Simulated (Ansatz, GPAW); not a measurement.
# Work function of a 2-layer slab of Fe(100) at several levels

Aim: the work function of both faces of a 2-layer slab of Fe(100), and its spread over functionals and bases.

Main program and level: GPAW 26.7.0 and Ansatz 0.2.0; GPAW, PAW setups; slab in vacuum, in the first sound run; inputs show where later runs differ.

### Step 1. The structure

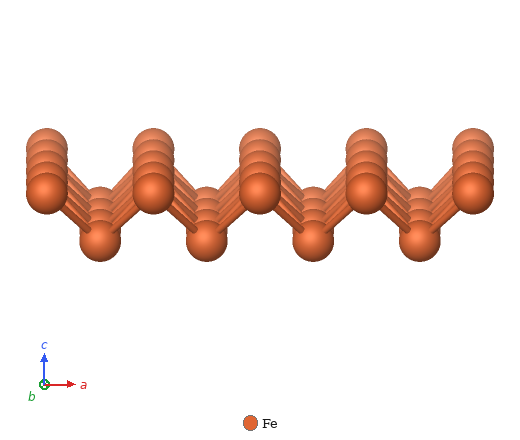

The cell as given, nearly edge on (iron orange). 4×4×1 cells are drawn. Some periodic images of atoms are drawn too.

The cell holds 2 atoms: 2 Fe. Its edges and angles: a = 2.870 Å, b = 2.870 Å, c = 17.435 Å, α = 90.0°, β = 90.0°, γ = 90.0°. Vacuum lies along c.

### Step 2. Relaxing the atoms

The atoms are relaxed first, since the surface dipole, and with it the work function, follows the positions of the outer layers. The lowest 1 atoms are held at bulk positions and keep their forces.

File run.py:

```python
import json
import numpy as np
from ase import Atoms
from ase.constraints import FixAtoms
from ase.optimize import BFGS
from gpaw import GPAW, PW

slab = Atoms(
    ['Fe', 'Fe'],
    positions=[
        [1.43500, 1.43500, 8.00000],
        [0.00000, 0.00000, 9.43500]],
    cell=[[2.87, 0.0, 0.0], [0.0, 2.87, 0.0], [0.0, 0.0, 17.435]],
    pbc=[True, True, False],
    magmoms=[2.5, 2.5])

slab.calc = GPAW(mode=PW(400), xc='PBE', kpts={'size': (11, 11, 1), 'gamma': True},
                 occupations={'name': 'fermi-dirac', 'width': 0.1}, nbands='140%',
                 convergence={'density': 0.0001}, maxiter=200,
                 poissonsolver={'dipolelayer': 'xy'},
                 symmetry={'tolerance': 1e-3}, txt='slab.txt')
result = {}
slab.set_constraint(FixAtoms([0]))
path = []
opt = BFGS(slab, maxstep=0.2)
opt.attach(lambda: path.append((slab.get_potential_energy(), slab.positions.tolist(), slab.get_forces().tolist())))
result['relaxed'] = bool(opt.run(fmax=0.05, steps=30))
result['path'] = path
energy = slab.get_potential_energy()
fermi = slab.calc.get_fermi_level()
v = slab.calc.get_electrostatic_potential().mean((0, 1)) - fermi
n = slab.calc.get_pseudo_density().mean((0, 1))
L = slab.cell[2, 2]
z = np.arange(len(v)) * L / len(v)
low, high = slab.positions[:, 2].min(), slab.positions[:, 2].max()
below, above = np.interp([low - 5.8, high + 5.8], z, v)
slopes = [np.interp(x, z, np.gradient(v, z)) for x in (low - 5.8, high + 5.8)]
eps = np.array([[slab.calc.get_eigenvalues(k, s) for k in range(len(slab.calc.get_ibz_k_points()))]
                for s in range(slab.calc.get_number_of_spins())]) - fermi
top, bottom = eps[eps < 0].max(), eps[eps > 0].min()
dipole = slab.get_dipole_moment()[2]
print(f'energy {energy:.4f} eV, Fermi level {fermi:.4f} eV, dipole {dipole:.5f} e A')
print(f'potential 5.8 A off the faces, from the Fermi level: lower {below:.4f} eV, upper {above:.4f} eV')
print(f'slope of the potential there: lower {slopes[0]:.5f}, upper {slopes[1]:.5f} eV/A')
print(f'nearest levels on the mesh: {top:.4f} and {bottom:.4f} eV')
print('magnetic moment', round(slab.get_magnetic_moment(), 3))
result.update(energy=energy, fermi=fermi, dipole=dipole, below=below, above=above, slopes=slopes, edges=[top, bottom],
              z=z.tolist(), v=v.tolist(), n=n.tolist(), positions=slab.positions.tolist(),
              forces=slab.get_forces(apply_constraint=False).tolist(), moments=slab.get_magnetic_moments().tolist())
json.dump(result, open('result.json', 'w'))
```

On the command line:

```sh
$ OMP_NUM_THREADS=1 OPENBLAS_NUM_THREADS=2 python run.py
```

The program printed:

```text
Step          Energy          fmax
BFGS:    0      -15.336975        0.636639
BFGS:    1      -15.342591        0.598710
BFGS:    2      -15.381031        0.095595
BFGS:    3      -15.381852        0.012673
energy -15.3378 eV, Fermi level -1.5647 eV, dipole -0.00032 e A
potential 5.8 A off the faces, from the Fermi level: lower 3.9976 eV, upper 3.9980 eV
slope of the potential there: lower -0.00001, upper 0.00014 eV/A
nearest levels on the mesh: -0.0063 and 0.0060 eV
magnetic moment 5.89
```

Run time: 3.9 min. Hardware: 2 threads of Arm Neoverse N1, shared host; peak memory 0.19 GiB.

Step by step:

| step | energy less that of the first step (eV) | largest force (eV/Å) |
| --- | --- | --- |
| 1 | 0.0000 | 0.6366 |
| 2 | -0.0061 | 0.5987 |
| 3 | -0.0539 | 0.0956 |
| 4 | -0.0534 | 0.0127 |

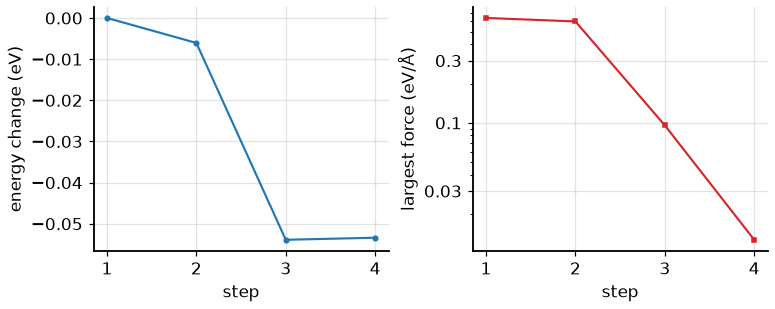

Energy and largest force along the relaxation.

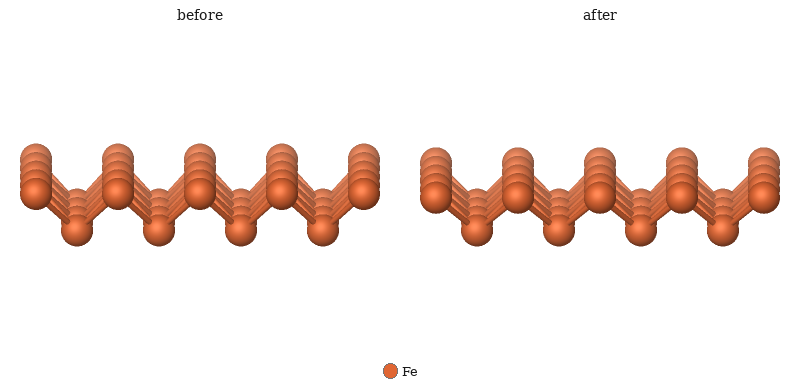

The structure before and after the relaxation, drawn at the same scale.

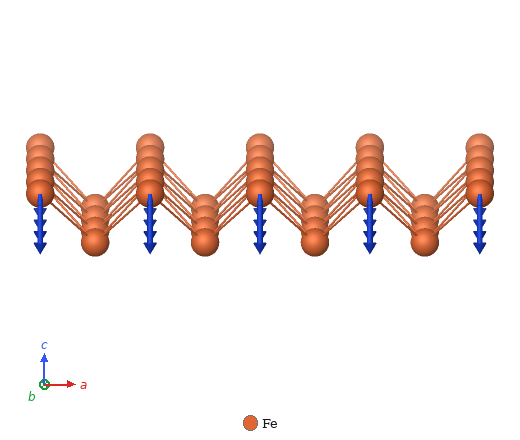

Displacements in the relaxation, exaggerated; the longest in the cell stands for 0.13 Å. 4×4×1 cells are drawn. Some periodic images of atoms are drawn too.

The atoms that moved most (Å):

| atom | dx | dy | dz | length |
| --- | --- | --- | --- | --- |
| Fe2 | 0.000 | 0.000 | -0.133 | 0.133 |

The relaxed structure:

```
Fe
1.0
     2.87000    0.00000    0.00000
     0.00000    2.87000    0.00000
     0.00000    0.00000   17.43500
Fe
2
Direct
  0.50000 0.50000 0.45885
  0.00000 0.00000 0.53353
```

This step gave:

| Item | Value |
| --- | --- |
| dipole along the normal | -3.15e-4 e·Å |
| levels nearest the Fermi level on the mesh | -0.006268, 0.005973 eV from the Fermi level |
| upper work function | 3.998 eV |
| lower work function | 3.998 eV |
| site moments | 2.796, 2.796 μB |
| sum of the site moments | 5.592 μB |

The electrostatic potential energy of an electron (without an applied field's), less the Fermi level, planar mean by z:

| z (Å) | electrostatic potential energy of an electron (without an applied field's), less the Fermi level, planar mean (eV) |
| --- | --- |
| 0 | 4.00 |
| 2 | 4.00 |
| 4 | 4.00 |
| 6 | 3.72 |
| 8 | -14.6 |
| 10 | -1.96 |
| 12 | 3.94 |
| 14 | 4.00 |
| 16 | 4.00 |

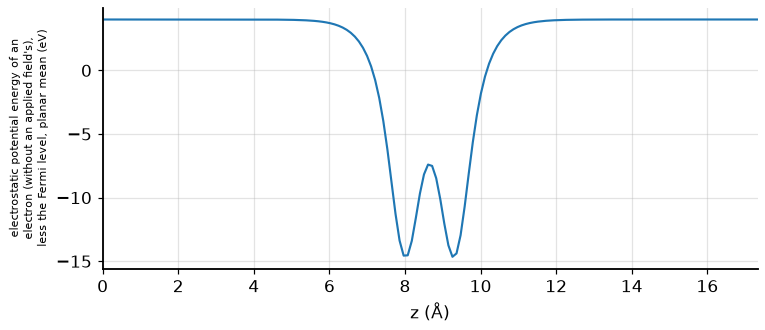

Electrostatic potential energy of an electron (without an applied field's), less the Fermi level, planar mean against z.

Pseudo valence density, planar mean against z:

| z (Å) | pseudo valence density, planar mean (e/Å³) |
| --- | --- |
| 4 | 8.1e-5 |
| 5 | 8.3e-4 |
| 6 | 0.00856 |
| 7 | 0.0957 |
| 8 | 1.01 |
| 9 | 0.734 |
| 10 | 0.216 |
| 11 | 0.0172 |
| 12 | 0.00169 |
| 13 | 1.6e-4 |
| 14 | 1.6e-5 |

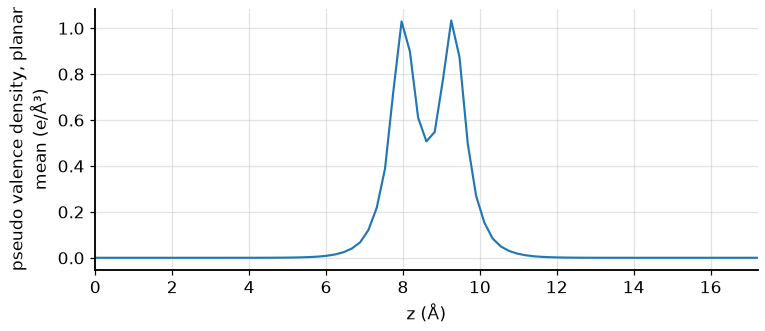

Pseudo valence density, planar mean, plotted against z.

Site moment by atom:

| atom | site moment (μB) |
| --- | --- |
| Fe1 | 2.80 |
| Fe2 | 2.80 |

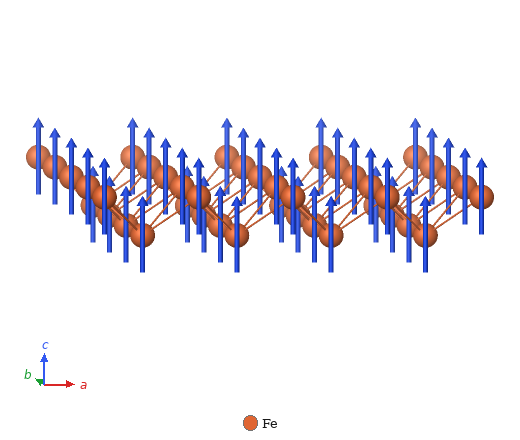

Site moment as arrows, the longest 2.80 μB. Up and down stand for the sign. Arrows give size and sign along the axis of quantisation, drawn up and down the page. 4×4×1 cells are drawn. Some periodic images of atoms are drawn too.

The relaxation lowered the energy of the cell by 0.0534 eV (energies extrapolated to zero smearing; the optimiser's log prints free energies). The largest force left on a free atom is 0.013 eV/Å.

### Step 3. Plane waves, PBE

The work function is the vacuum plateau of the electrostatic potential less the Fermi level; a dipole layer lets the two faces have plateaus of their own.

Changes to run.py since step 2:

```diff
@@ -3,4 +3,2 @@
 from ase import Atoms
-from ase.constraints import FixAtoms
-from ase.optimize import BFGS
 from gpaw import GPAW, PW
@@ -11,3 +9,3 @@
         [1.43500, 1.43500, 8.00000],
-        [0.00000, 0.00000, 9.43500]],
+        [0.00000, 0.00000, 9.30211]],
     cell=[[2.87, 0.0, 0.0], [0.0, 2.87, 0.0], [0.0, 0.0, 17.435]],
@@ -18,3 +16,3 @@
                  occupations={'name': 'fermi-dirac', 'width': 0.1}, nbands='140%',
-                 convergence={'density': 0.0001}, maxiter=200,
+                 convergence={'density': 1e-05}, maxiter=200,
                  poissonsolver={'dipolelayer': 'xy'},
@@ -22,8 +20,2 @@
 result = {}
-slab.set_constraint(FixAtoms([0]))
-path = []
-opt = BFGS(slab, maxstep=0.2)
-opt.attach(lambda: path.append((slab.get_potential_energy(), slab.positions.tolist(), slab.get_forces().tolist())))
-result['relaxed'] = bool(opt.run(fmax=0.05, steps=30))
-result['path'] = path
 energy = slab.get_potential_energy()
```

The program printed:

```text
energy -15.3378 eV, Fermi level -1.5648 eV, dipole -0.00016 e A
potential 5.8 A off the faces, from the Fermi level: lower 3.9976 eV, upper 3.9982 eV
slope of the potential there: lower -0.00006, upper 0.00019 eV/A
nearest levels on the mesh: -0.0063 and 0.0060 eV
magnetic moment 5.89
```

Run time: 67 s. Hardware: 2 threads; peak memory 0.19 GiB.

Numbers from this step:

| Property | Result |
| --- | --- |
| dipole along the normal | -1.62e-4 e·Å |
| levels nearest the Fermi level on the mesh | -0.006275, 0.006033 eV from the Fermi level |

Electrostatic potential energy of an electron (without an applied field's), less the Fermi level, planar mean against z:

| z (Å) | electrostatic potential energy of an electron (without an applied field's), less the Fermi level, planar mean (eV) |
| --- | --- |
| 0 | 4.00 |
| 1 | 4.00 |
| 2 | 4.00 |
| 3 | 4.00 |
| 4 | 4.00 |
| 5 | 3.97 |
| 6 | 3.72 |
| 7 | 1.10 |
| 8 | -14.6 |
| 9 | -11.3 |
| 10 | -1.96 |
| 11 | 3.43 |
| 12 | 3.94 |
| 13 | 3.99 |
| 14 | 4.00 |
| 15 | 4.00 |
| 16 | 4.00 |
| 17 | 4.00 |

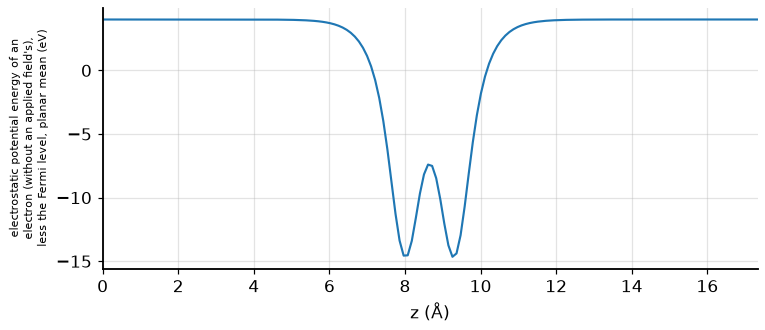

Electrostatic potential energy of an electron (without an applied field's), less the Fermi level, planar mean against z.

Pseudo valence density, planar mean against z:

| z (Å) | pseudo valence density, planar mean (e/Å³) |
| --- | --- |
| 4 | 8.1e-5 |
| 5 | 8.3e-4 |
| 6 | 0.00856 |
| 7 | 0.0957 |
| 8 | 1.01 |
| 9 | 0.734 |
| 10 | 0.216 |
| 11 | 0.0172 |
| 12 | 0.00169 |
| 13 | 1.6e-4 |
| 14 | 1.6e-5 |

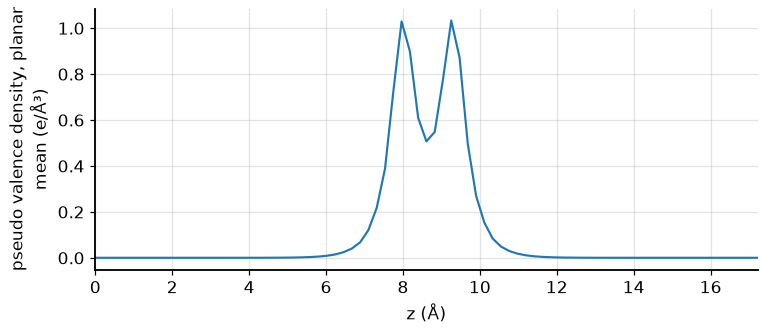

Pseudo valence density, planar mean against z.

The potential is flat to 1.9e-4 eV/Å where it is read, so the vacuum is wide enough.

### Step 4. Self-consistent run: xc = "vdW-DF2"

The same geometry under vdW-DF2, to see how far the functional moves the levels against the vacuum (the van der Waals functionals take revPBE setups).

Changes to run.py since step 3:

```diff
@@ -14,3 +14,3 @@
 
-slab.calc = GPAW(mode=PW(400), xc='PBE', kpts={'size': (11, 11, 1), 'gamma': True},
+slab.calc = GPAW(mode=PW(400), xc='vdW-DF2', kpts={'size': (11, 11, 1), 'gamma': True},
                  occupations={'name': 'fermi-dirac', 'width': 0.1}, nbands='140%',
```

The program printed:

```text
energy -113.7990 eV, Fermi level -1.9873 eV, dipole -0.00015 e A
potential 5.8 A off the faces, from the Fermi level: lower 4.5089 eV, upper 4.5093 eV
slope of the potential there: lower -0.00020, upper 0.00037 eV/A
nearest levels on the mesh: -0.0076 and 0.0048 eV
magnetic moment 5.674
```

The job ended after 6.4 min (2 threads; peak memory 0.29 GiB).

This step gave:

| Item | Value |
| --- | --- |
| dipole along the normal | -1.49e-4 e·Å |
| levels nearest the Fermi level on the mesh | -0.007580, 0.004776 eV from the Fermi level |
| upper work function | 4.509 eV |
| lower work function | 4.509 eV |
| site moments | 2.700, 2.700 μB |
| sum of the site moments | 5.400 μB |

Table of electrostatic potential energy of an electron (without an applied field's), less the Fermi level, planar mean by z:

| z (Å) | electrostatic potential energy of an electron (without an applied field's), less the Fermi level, planar mean (eV) |
| --- | --- |
| 0 | 4.51 |
| 2 | 4.51 |
| 4 | 4.50 |
| 6 | 4.15 |
| 8 | -14.4 |
| 10 | -1.76 |
| 12 | 4.43 |
| 14 | 4.51 |
| 16 | 4.51 |

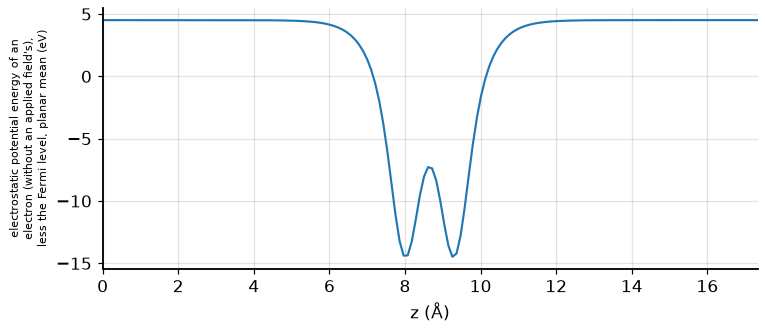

Electrostatic potential energy of an electron (without an applied field's), less the Fermi level, planar mean, plotted against z.

The pseudo valence density, planar mean by z:

| z (Å) | pseudo valence density, planar mean (e/Å³) |
| --- | --- |
| 3 | 1.6e-5 |
| 4 | 1.3e-4 |
| 5 | 0.00109 |
| 6 | 0.00934 |
| 7 | 0.0953 |
| 8 | 1.01 |
| 9 | 0.734 |
| 10 | 0.215 |
| 11 | 0.0179 |
| 12 | 0.00209 |
| 13 | 2.4e-4 |
| 14 | 2.9e-5 |

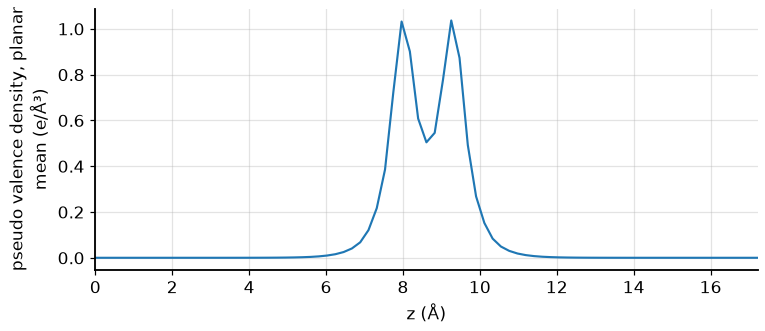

Pseudo valence density, planar mean, plotted against z.

Site moment by atom:

| atom | site moment (μB) |
| --- | --- |
| Fe1 | 2.70 |
| Fe2 | 2.70 |

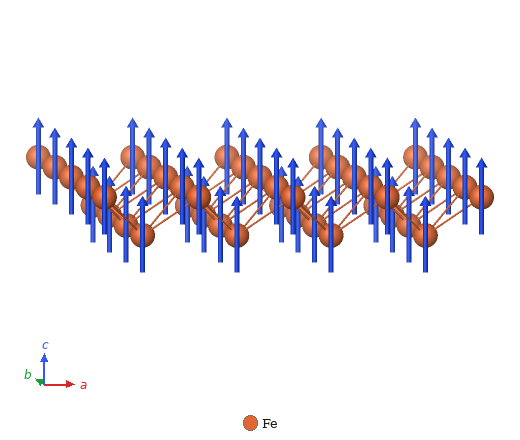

Site moment as arrows, the longest 2.70 μB. Up and down stand for the sign. Arrows give size and sign along the axis of quantisation, drawn up and down the page. 4×4×1 cells are drawn. Some periodic images of atoms are drawn too.

Force by atom:

| atom | x (eV/Å) | y (eV/Å) | z (eV/Å) | size |
| --- | --- | --- | --- | --- |
| Fe1 | 0.000 | 0.000 | -0.386 | 0.386 |
| Fe2 | 0.000 | 0.000 | 0.397 | 0.397 |

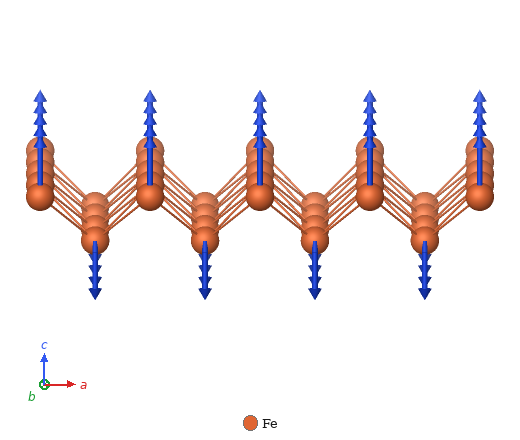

Force as arrows, the longest 0.397 eV/Å. 4×4×1 cells are drawn. Some periodic images of atoms are drawn too.

The upper face's work function is 4.509 eV, against 3.998 eV in the first plane-wave PBE run at this geometry.

### Step 5. OptPBE vdW: xc = "optPBE-vdW"

The same geometry under optPBE-vdW, to see how far the functional moves the levels against the vacuum (the van der Waals functionals take revPBE setups).

Changes to run.py since step 4:

```diff
@@ -14,3 +14,3 @@
 
-slab.calc = GPAW(mode=PW(400), xc='vdW-DF2', kpts={'size': (11, 11, 1), 'gamma': True},
+slab.calc = GPAW(mode=PW(400), xc='optPBE-vdW', kpts={'size': (11, 11, 1), 'gamma': True},
                  occupations={'name': 'fermi-dirac', 'width': 0.1}, nbands='140%',
```

The program printed:

```text
energy -33.7608 eV, Fermi level -1.7712 eV, dipole -0.00015 e A
potential 5.8 A off the faces, from the Fermi level: lower 4.2487 eV, upper 4.2490 eV
slope of the potential there: lower -0.00013, upper 0.00028 eV/A
nearest levels on the mesh: -0.0031 and 0.0344 eV
magnetic moment 5.809
```

Wall time 82 s (2 threads); peak memory 0.28 GiB.

This step gave:

- dipole along the normal: -1.47e-4 e·Å
- levels nearest the Fermi level on the mesh: -0.003140, 0.03435 eV from the Fermi level
- upper work function: 4.249 eV
- lower work function: 4.249 eV
- site moments: 2.761, 2.761 μB
- sum of the site moments: 5.522 μB

Table of electrostatic potential energy of an electron (without an applied field's), less the Fermi level, planar mean by z:

| z (Å) | electrostatic potential energy of an electron (without an applied field's), less the Fermi level, planar mean (eV) |
| --- | --- |
| 0 | 4.25 |
| 1 | 4.25 |
| 2 | 4.25 |
| 3 | 4.25 |
| 4 | 4.24 |
| 5 | 4.21 |
| 6 | 3.91 |
| 7 | 1.21 |
| 8 | -14.4 |
| 9 | -11.2 |
| 10 | -1.86 |
| 11 | 3.60 |
| 12 | 4.17 |
| 13 | 4.24 |
| 14 | 4.25 |
| 15 | 4.25 |
| 16 | 4.25 |
| 17 | 4.25 |

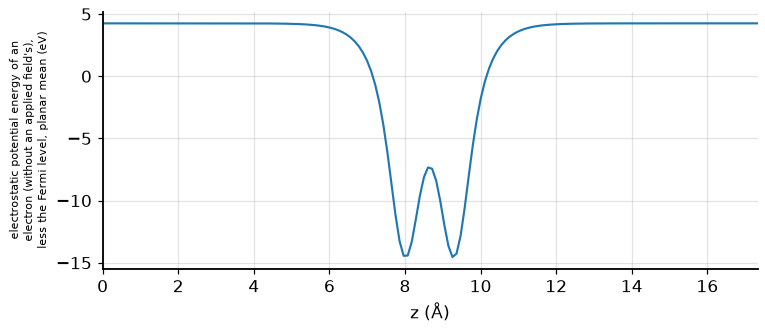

Electrostatic potential energy of an electron (without an applied field's), less the Fermi level, planar mean against z.

The upper face's work function is 4.249 eV, against 3.998 eV in the first plane-wave PBE run at this geometry.

### Step 6. Self-consistent run

The same geometry under PBEsol, to see how far the functional moves the levels against the vacuum.

Changes to run.py since step 5:

```diff
@@ -14,3 +14,3 @@
 
-slab.calc = GPAW(mode=PW(400), xc='optPBE-vdW', kpts={'size': (11, 11, 1), 'gamma': True},
+slab.calc = GPAW(mode=PW(400), xc='PBEsol', kpts={'size': (11, 11, 1), 'gamma': True},
                  occupations={'name': 'fermi-dirac', 'width': 0.1}, nbands='140%',
```

The program printed:

```text
FileNotFoundError: Could not find required PAW dataset file "Fe.PBEsol".
```

Run time: 1.3 s. Hardware: 2 threads; peak memory 0.1 GiB.

The input was rejected at the start.

The program's message: “FileNotFoundError: Could not find required PAW dataset file "Fe.PBEsol".”

[end of part 1 of 3]

[Logs are printed without paths, hosts, clocks, repeated set-up lines and the standing remarks that a program may print on its own settings, such as how far it seeks lower states.]

[Hosts, paths, dates, database ids (printed as entryN), source tags and the programs' standing remarks are cut or masked in the printed files.]
